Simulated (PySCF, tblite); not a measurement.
# C₆H₈O₂Si: dynamics, then NMR shifts on frames

How do NMR shifts of C₆H₈O₂Si (`COC(=O)C1=CC=C[SiH2]1`) change as the atoms move?

Programs: tblite 0.8.0 and PySCF 2.14.0, with density-fitted response routines of our own. Each step states its level of theory. These are calculated values for one molecule in the gas phase, unless marked as measured. Atoms are numbered from 0 throughout.

## Step 1: The molecule as given

17 atoms, charge 0, multiplicity 1; geometry from: GFN2-xTB.

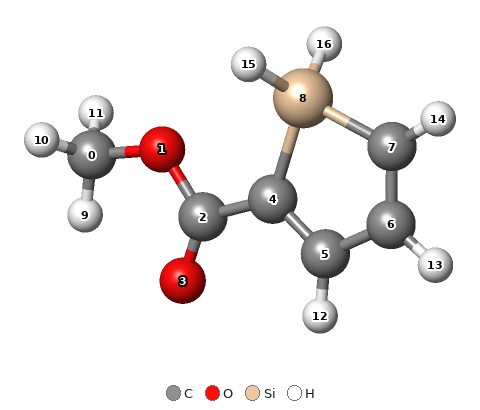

The starting geometry (carbon grey, oxygen red, silicon light orange, hydrogen white), atoms numbered.

## Step 2: Dynamics with GFN2-xTB

What the job is given:

```
{"job": {"kind": "md", "xc": "GFN2-xTB", "basis": "xTB", "temperature": 600, "steps": 2000, "every": 50, "frames": 5}, "charge": 0, "multiplicity": 1}
C      3.064973    -0.906126     0.396345
O      1.680980    -0.602971     0.456245
C      1.125722     0.018945    -0.609668
O      1.744439     0.326657    -1.600725
C     -0.289692     0.237029    -0.360247
C     -1.123508     0.843475    -1.228308
C     -2.501041     0.967392    -0.794781
C     -2.788044     0.464954     0.415429
Si    -1.227740    -0.274584     1.195126
H      3.453308    -0.663652    -0.595452
H      3.588323    -0.319394     1.152943
H      3.190064    -1.969528     0.600844
H     -0.805616     1.219258    -2.190003
H     -3.222988     1.445232    -1.442095
H     -3.782238     0.506876     0.828072
H     -0.801830     0.440638     2.395107
H     -1.312109    -1.722171     1.371257
```

Level: GFN2-xTB Langevin dynamics, gas phase.

On the command line:

```sh
OMP_NUM_THREADS=1 python probes_run.py task.json out
```

This one command runs all jobs of the session in turn.

The program printed:

```text
t/fs     T/K      E/eV
    0.0   518.0   -727.54455
   25.0   312.7   -726.88371
   50.0   408.2   -726.77937
   75.0   455.1   -726.79767
  100.0   497.2   -726.90220
  125.0   375.1   -726.35916
  150.0   505.2   -726.79394
  175.0   530.2   -726.81688
  200.0   488.8   -726.69125
  225.0   458.2   -726.25254
  250.0   490.0   -726.25092
  275.0   573.5   -726.23905
  300.0   662.4   -726.37468
  325.0   682.0   -726.24050
  350.0   625.7   -726.42437
  375.0   597.6   -726.04048
  400.0   555.4   -726.24267
  425.0   793.8   -726.86261
  450.0   552.8   -725.89775
  475.0   683.6   -725.81487
  500.0   889.3   -726.41815
  525.0   803.0   -726.27922
  550.0   911.7   -726.49538
  575.0   667.8   -726.07273
  600.0   618.3   -726.21653
  625.0   785.7   -726.59043
  650.0   466.3   -726.36445
  675.0   717.0   -726.62067
  700.0   489.1   -726.42097
  725.0   471.5   -726.13548
  750.0   691.4   -726.43128
  775.0   722.4   -726.43661
  800.0   735.0   -726.45965
  825.0   603.4   -726.63902
  850.0   463.5   -726.26073
  875.0   630.8   -726.52100
  900.0   636.1   -726.25627
  925.0   595.3   -726.72544
  950.0   509.0   -726.48982
  975.0   565.1   -726.33696
 1000.0   613.3   -726.22191
```

Wall time 26 s (1 thread of Arm Neoverse N1, shared host); peak memory 0.18 GiB.

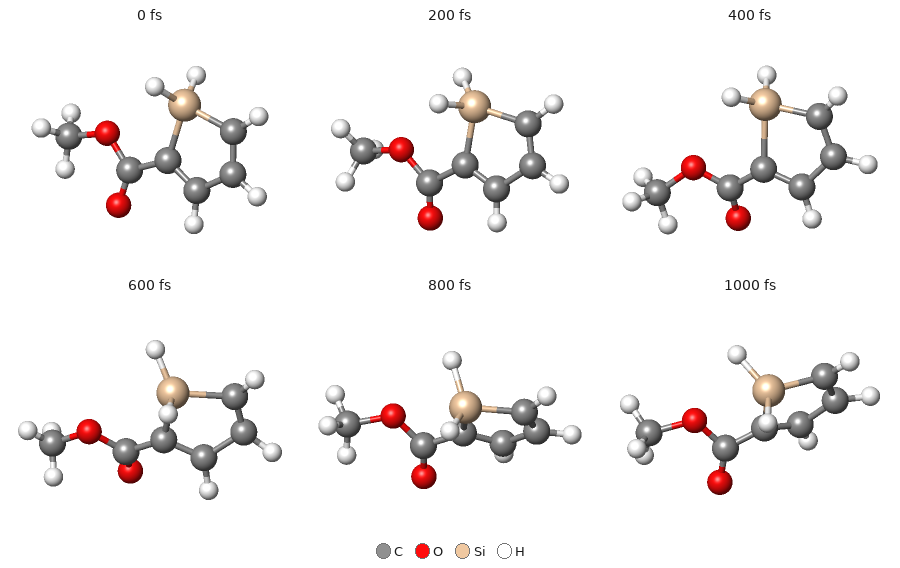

Frames of the run.

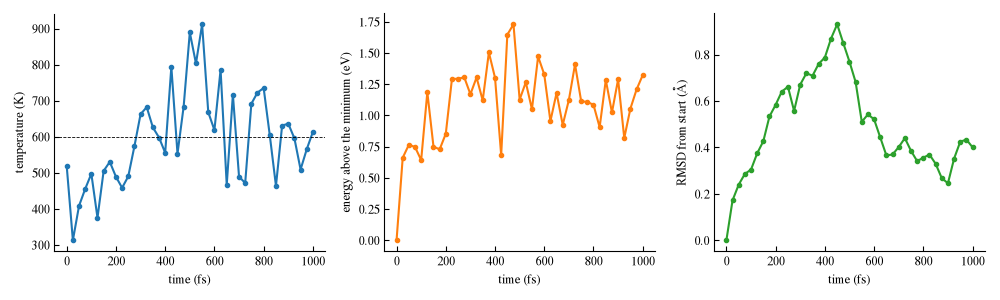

Temperature, potential energy and distance from the start.

Positions (Å) and forces (eV/Å) at 1000 fs:

```xyz
17

C     2.222    1.713    1.423    0.230    0.333   -0.335
O     0.783    1.393    1.430    2.575    0.453   -0.253
C     0.174    1.266    0.230    2.026   -0.235   -1.028
O     0.689    1.387   -0.862    0.331    0.273    0.459
C    -1.122    0.871    0.504   -3.047   -1.948   -0.459
C    -1.867   -0.109   -0.109   -1.383    2.591    2.536
C    -3.205   -0.219    0.482   -1.240   -0.330    1.370
C    -3.393    0.368    1.701   -0.184    0.127   -1.242
Si   -1.928    1.443    2.094    0.240    1.675    0.624
H     2.779    1.383    0.485   -1.271    0.648    0.594
H     2.301    2.851    1.561    0.131   -1.684   -0.111
H     2.771    1.123    2.197   -0.935    0.720   -0.047
H    -1.721   -0.601   -0.983    0.990   -1.257   -2.135
H    -4.129   -0.768    0.137    1.657    0.283   -0.417
H    -4.387    0.420    2.102   -0.034   -0.148    0.280
H    -2.245    3.114    1.884    0.356   -1.960    0.431
H    -1.102    0.905    3.221   -0.443    0.460   -0.267
```

## Step 3: NMR shieldings: 250 fs, PBE0/pcSseg-1

What the job is given:

```
{"job": {"kind": "nmr", "xc": "PBE0", "basis": "pcSseg-1", "pop": false}, "charge": 0, "multiplicity": 1}
C      2.819100    -0.643000     0.016200
O      1.416100    -0.244100     0.269600
C      0.818600     0.205400    -0.856900
O      1.439000     0.333000    -1.919800
C     -0.506500     0.309700    -0.417700
C     -1.644000     0.641600    -1.085500
C     -2.861700     0.591300    -0.410300
C     -2.881300     0.143500     0.855600
Si    -1.074900    -0.355100     1.296500
H      2.823500    -1.621700    -0.376600
H      3.285100     0.052400    -0.693300
H      3.420100    -0.375200     0.873000
H     -1.653700     0.809600    -2.212800
H     -3.805000     0.967500    -0.901200
H     -3.810200    -0.271700     1.255700
H     -0.397500     0.018000     2.470100
H     -0.518300    -1.671700     0.903900
```

Level: GIAO PBE0/pcSseg-1 NMR shielding, non-relativistic, gas phase.

The program printed:

```text
coarse grid: 15272 points
cycle   1  E = -672.4705268647  dE =  1.528e+00  |g| = 8.761e-01  |ddm| = 3.953e+00
cycle   2  E = -672.1175460863  dE =  3.530e-01  |g| = 1.602e+00  |ddm| = 2.416e+00
cycle   3  E = -672.6016033538  dE = -4.841e-01  |g| = 3.273e-01  |ddm| = 1.874e+00
cycle   4  E = -672.6219912898  dE = -2.039e-02  |g| = 9.462e-02  |ddm| = 3.151e-01
cycle   5  E = -672.6232315199  dE = -1.240e-03  |g| = 3.811e-02  |ddm| = 7.681e-02
cycle   6  E = -672.6235569499  dE = -3.254e-04  |g| = 1.045e-02  |ddm| = 4.622e-02
cycle   7  E = -672.6235819768  dE = -2.503e-05  |g| = 4.827e-03  |ddm| = 1.619e-02
cycle   8  E = -672.6235880021  dE = -6.025e-06  |g| = 8.906e-04  |ddm| = 4.831e-03
final grid: 144568 points
cycle   9  E = -672.6969642309  dE = -1.037e-05  |g| = 1.385e-02  |ddm| = 3.418e-02
cycle  10  E = -672.6968994899  dE =  6.474e-05  |g| = 2.294e-02  |ddm| = 2.992e-02
cycle  11  E = -672.6970004818  dE = -1.010e-04  |g| = 2.129e-03  |ddm| = 2.064e-02
cycle  12  E = -672.6970013426  dE = -8.608e-07  |g| = 5.196e-04  |ddm| = 1.900e-03
cycle  13  E = -672.6970013865  dE = -4.393e-08  |g| = 1.900e-04  |ddm| = 5.149e-04
cycle  14  E = -672.6970013930  dE = -6.506e-09  |g| = 6.172e-05  |ddm| = 1.923e-04
cycle  15  E = -672.6970013939  dE = -8.095e-10  |g| = 2.625e-05  |ddm| = 7.288e-05
converged SCF energy = -672.6970013939

GIAO shielding tensors (ppm)
atom      isotropic    diamagn.    paramagn.     s11        s22        s33       span
  0 C      133.215     240.834    -107.619    102.208    107.216    190.222     88.013
  1 O       97.963     403.702    -305.739    -76.182    152.007    218.064    294.246
  2 C       12.659     249.764    -237.105    -85.245     47.712     75.509    160.753
  3 O      -90.736     403.322    -494.057   -361.169   -235.846    324.807    685.976
  4 C       35.675     262.676    -227.001    -63.084     33.449    136.659    199.742
  5 C       30.417     251.272    -220.856    -80.478     25.798    145.930    226.408
  6 C       22.646     256.795    -234.148    -95.461     24.324    139.076    234.537
  7 C       45.419     264.388    -218.968    -48.680     20.736    164.202    212.882
  8 Si     399.300     882.330    -483.030    338.553    372.455    486.893    148.340
  9 H       28.829      28.772       0.057     24.545     26.320     35.621     11.076
 10 H       26.505      29.019      -2.515     22.115     26.793     30.606      8.491
 11 H       28.118      28.075       0.043     24.308     26.683     33.364      9.056
 12 H       23.382      30.356      -6.974     21.072     21.634     27.440      6.367
 13 H       23.210      27.421      -4.211     21.317     21.827     26.486      5.169
 14 H       25.235      28.613      -3.378     24.371     25.068     26.266      1.896
 15 H       27.496      30.858      -3.362     23.183     26.642     32.662      9.479
 16 H       26.520      30.089      -3.569     22.544     26.613     30.405      7.861
```

Run time: 53 s. Hardware: 1 thread of Arm Neoverse N1, shared host; peak memory 0.88 GiB.

The references, computed at this level on geometries of the same kind, shield at (ppm): 1H TMS 31.72, 13C TMS 186.9, 29Si TMS 349.2, 17O H2O 336.1. Their shielding less the atom's gives the shift. The references are single molecules in the gas phase, so shifts against H2O, NH3, PH3, H3PO4 or CFCl3 are not on the usual liquid scales and can be off by tens of ppm. Each atom is listed at this fixed geometry, with no averaging over motion; a spectrum would average atoms that exchange fast.

```tsv
atoms	environment	σ (ppm)	δ (ppm)
C2	ester carbonyl carbon	12.7	174.3
C6	alkene CH	22.6	164.3
C5	β carbon of a C=C–C=O unit	30.4	156.5
C4	α carbon of a C=C–C=O unit	35.7	151.3
C7	alkene CH	45.4	141.5
C0	methyl carbon bonded to O	133.2	53.7
H13	hydrogen on an alkene CH	23.21	8.51
H12	hydrogen on a β carbon of a C=C–C=O unit	23.38	8.34
H14	hydrogen on an alkene CH	25.23	6.48
H10	hydrogen on a methyl carbon bonded to O	26.50	5.21
H16	hydrogen on a silicon bonded to 2 C, in a 5-membered ring	26.52	5.20
H15	hydrogen on a silicon bonded to 2 C, in a 5-membered ring	27.50	4.22
H11	hydrogen on a methyl carbon bonded to O	28.12	3.60
H9	hydrogen on a methyl carbon bonded to O	28.83	2.89
O3	ester carbonyl oxygen	-90.7	426.8
O1	ester alkoxy oxygen	98.0	238.1
Si8	silicon bonded to 2 C, 2 H, in a 5-membered ring	399.3	-50.1
```

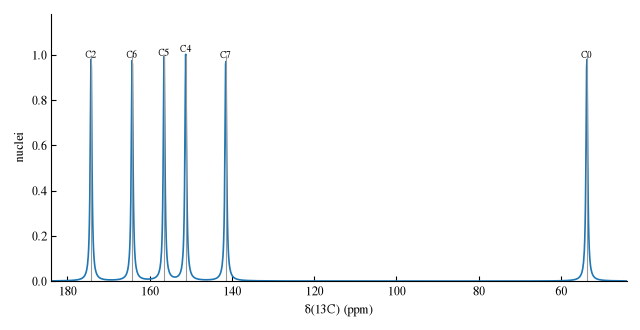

13C lines at the computed shifts, without couplings. Lines are broadened to a width of 0.48 ppm (Lorentzian).

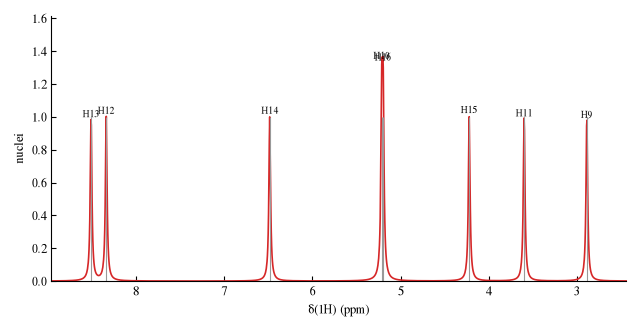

1H lines at the computed shifts, without couplings. Lines are broadened to a width of 0.02 ppm (Lorentzian).

Ring of atoms C4, C5, C6, C7, Si8: NICS(0) 0.2, NICS(1) -2.2, NICS(1)zz 0.0 ppm (means of both faces).

## Step 4: Nuclear shieldings: 425 fs, PBE0/pcSseg-1

What the job is given:

```
{"job": {"kind": "nmr", "xc": "PBE0", "basis": "pcSseg-1", "pop": false}, "charge": 0, "multiplicity": 1}
C      3.138400     0.647000    -0.154000
O      1.773800     0.590000     0.226300
C      0.801400     0.290300    -0.717300
O      1.083300     0.136500    -1.901900
C     -0.495500     0.175100    -0.062500
C     -1.587200     0.458000    -0.773200
C     -2.904600     0.511300    -0.063400
C     -2.855900     0.147100     1.232100
Si    -0.917400    -0.310300     1.736300
H      3.689800    -0.079600     0.428900
H      3.232600     0.211000    -1.206700
H      3.573900     1.601700    -0.191100
H     -1.531400     0.745000    -1.847000
H     -3.833600     0.754100    -0.633500
H     -3.618100     0.033600     1.982300
H     -0.521600     0.580700     2.813000
H     -0.700100    -1.628800     2.158700
```

Method: GIAO PBE0/pcSseg-1 NMR shielding, non-relativistic, gas phase.

The program printed:

```text
coarse grid: 15272 points
cycle   1  E = -672.4936251542  dE =  1.268e+00  |g| = 8.965e-01  |ddm| = 3.874e+00
cycle   2  E = -672.1254887065  dE =  3.681e-01  |g| = 1.659e+00  |ddm| = 2.087e+00
cycle   3  E = -672.6310684619  dE = -5.056e-01  |g| = 3.106e-01  |ddm| = 1.575e+00
cycle   4  E = -672.6491055635  dE = -1.804e-02  |g| = 9.281e-02  |ddm| = 2.862e-01
cycle   5  E = -672.6504307917  dE = -1.325e-03  |g| = 2.884e-02  |ddm| = 6.817e-02
cycle   6  E = -672.6506228265  dE = -1.920e-04  |g| = 7.372e-03  |ddm| = 3.448e-02
cycle   7  E = -672.6506356341  dE = -1.281e-05  |g| = 2.718e-03  |ddm| = 9.856e-03
cycle   8  E = -672.6506373342  dE = -1.700e-06  |g| = 8.218e-04  |ddm| = 2.657e-03
final grid: 144568 points
cycle   9  E = -672.7249219853  dE = -1.560e-05  |g| = 1.359e-02  |ddm| = 3.102e-02
cycle  10  E = -672.7248659965  dE =  5.599e-05  |g| = 2.199e-02  |ddm| = 2.665e-02
cycle  11  E = -672.7249563964  dE = -9.040e-05  |g| = 2.380e-03  |ddm| = 1.765e-02
cycle  12  E = -672.7249573793  dE = -9.829e-07  |g| = 5.535e-04  |ddm| = 1.823e-03
cycle  13  E = -672.7249574339  dE = -5.461e-08  |g| = 1.739e-04  |ddm| = 5.587e-04
cycle  14  E = -672.7249574405  dE = -6.539e-09  |g| = 3.646e-05  |ddm| = 1.614e-04
cycle  15  E = -672.7249574407  dE = -2.533e-10  |g| = 1.376e-05  |ddm| = 3.725e-05
converged SCF energy = -672.7249574407

GIAO shielding tensors (ppm)
atom      isotropic    diamagn.    paramagn.     s11        s22        s33       span
  0 C      139.416     241.576    -102.160    101.225    128.239    188.784     87.558
  1 O      135.237     403.339    -268.102    -52.136    214.206    243.641    295.777
  2 C        7.106     249.757    -242.651    -97.698     56.022     62.993    160.691
  3 O      -79.348     403.060    -482.408   -324.225   -240.153    326.334    650.559
  4 C       56.171     260.944    -204.774    -32.170     56.636    144.046    176.216
  5 C       13.633     251.844    -238.212    -96.424     11.753    125.569    221.994
  6 C       37.210     253.191    -215.981    -72.986     45.628    138.986    211.972
  7 C       28.058     263.483    -235.425    -77.463      2.808    158.829    236.293
  8 Si     379.346     880.885    -501.540    323.059    363.474    451.504    128.446
  9 H       28.510      28.241       0.269     23.605     26.846     35.079     11.474
 10 H       25.673      27.642      -1.969     21.933     25.643     29.443      7.510
 11 H       29.159      28.284       0.875     25.146     26.483     35.848     10.702
 12 H       23.161      31.501      -8.341     20.138     22.222     27.121      6.983
 13 H       23.821      27.609      -3.787     22.383     22.532     26.550      4.167
 14 H       24.102      29.720      -5.617     20.966     24.833     26.509      5.543
 15 H       26.937      29.473      -2.536     23.310     25.651     31.851      8.541
 16 H       27.591      30.204      -2.612     24.406     25.703     32.665      8.259
```

Wall time 53 s (1 thread of Arm Neoverse N1, shared host); peak memory 0.95 GiB.

This run: δ C2 179.8, C5 173.3, C7 158.9, C6 149.7, H12 8.56, H13 7.90 ppm.

(Part 1 of 2 ends here.)
